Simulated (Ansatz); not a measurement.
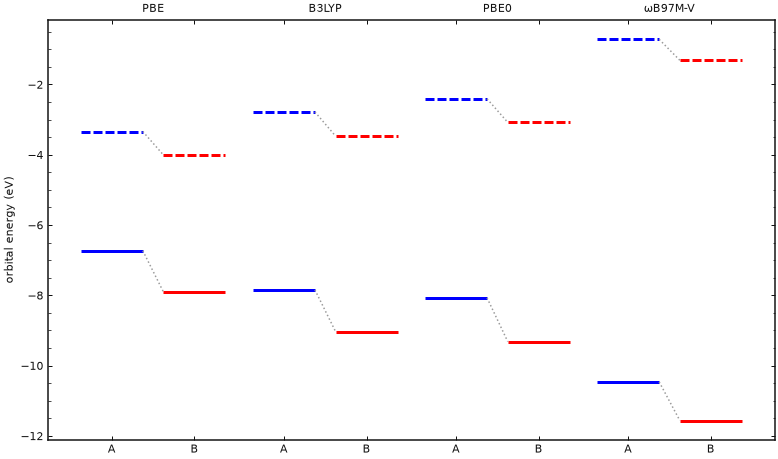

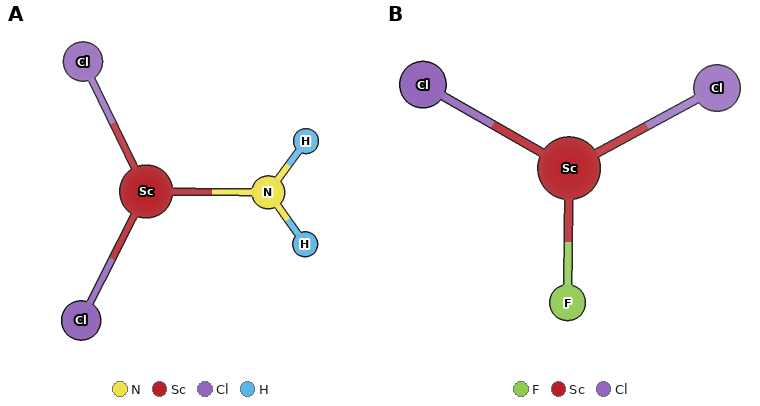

One change: A, ScNH₂Cl₂ (SMILES [NH2][Sc]([Cl])[Cl]), becomes B, ScCl₂F (SMILES [F][Sc]([Cl])[Cl]). NH₂ on Sc is replaced by F. HOMO (solid) and LUMO (dashed) computed in def2-TZVPP at PBE0-D4/def2-TZVP geometries, both minima by their frequencies, gas phase, the Ansatz code.

> What does the change do to HOMO and LUMO?

PBE: the HOMO falls by 1.18 eV, the LUMO falls by 0.67 eV, and the separation goes from 3.39 to 3.90 eV. B3LYP: the HOMO falls by 1.19 eV, the LUMO falls by 0.69 eV, and the separation goes from 5.06 to 5.56 eV. PBE0: the HOMO falls by 1.24 eV, the LUMO falls by 0.67 eV, and the separation goes from 5.67 to 6.24 eV. ωB97M-V: the HOMO falls by 1.10 eV, the LUMO falls by 0.60 eV, and the separation goes from 9.75 to 10.25 eV.

> Do the functionals agree on the effect?

They agree on the direction for both levels; the HOMO shift lies between −1.24 and −1.10 eV and the LUMO shift between −0.69 and −0.60 eV, while the separations themselves differ by up to 6.4 eV between functionals.
